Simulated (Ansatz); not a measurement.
**Ligand exchange: C2H6AlBr + AuOH → C2H7AlO + AuBr**

Species: C2H6AlBr `C[CH2][AlH][Br]`, singlet; AuOH `[OH][Au]`, singlet; C2H7AlO `C[CH2][AlH][OH]`, singlet; AuBr (bromogold), singlet. The partners trade Br for OH: Al–Br and Au–OH bonds give way to Al–OH and Au–Br.

Shapes, held fixed at every level: PBE0-D4/def2-TZVP. Flexible molecules stand in one conformer, not always the lowest. Programs: Ansatz 0.2.0. The zero-point and thermal change to 298 K, harmonic and unscaled (PBE0-D4/def2-TZVP), is +2.0 kJ/mol.

| level | kind | ΔH(298 K) (kJ/mol) | less CCSD(T)/def2-TZVPP | CPU time (sum over the molecules) |
| --- | --- | --- | --- | --- |
| PBE-D4/def2-TZVPP | GGA | -115.1 | +16.3 | 13 s |
| r2SCAN0-D4/def2-TZVPP | global hybrid | -137.1 | -5.7 | 23 s |
| wB97M-V/def2-TZVPP | range-separated hybrid | -138.2 | -6.8 | 52 s |
| wB97X-V/def2-TZVPP | range-separated hybrid | -134.8 | -3.4 | 36 s |
| B2PLYP/def2-TZVPP | double hybrid | -132.5 | -1.1 | 27 s |
| CCSD/def2-SVP | coupled cluster or CI | -131.8 | -0.4 | – |
| CCSD/def2-TZVPP | coupled cluster or CI | -138.4 | -7.0 | – |
| CCSD(T)/def2-TZVPP | coupled cluster or CI | -131.4 | 0.0 | 5.1 min |

The highest level, CCSD(T)/def2-TZVPP, gives ΔH(298 K) = -131.4 kJ/mol; the levels span -138.4 to -115.1. The column of differences is taken from that level and isn't an error. No measured value is set beside it here. T1 is large for AuOH (0.030), AuBr (0.022), so single-reference values are less sure there. For atoms past krypton def2 sets carry core potentials with scalar relativity. Relativity is left out for Br. Outer-core shells of Au, Br are correlated in most correlated rows, in sets that cover them unevenly. Times are processor times on shared x86 and Arm servers, and rough.

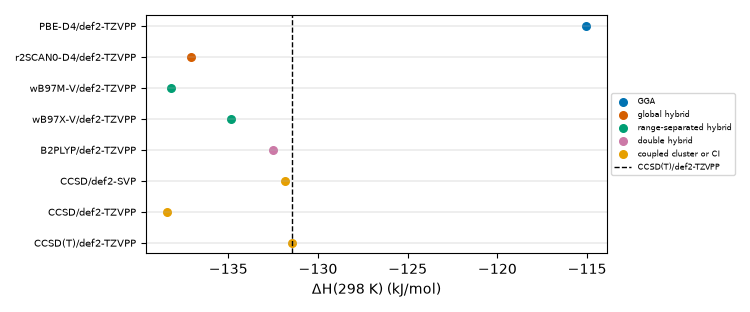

The values of the table, level by level.
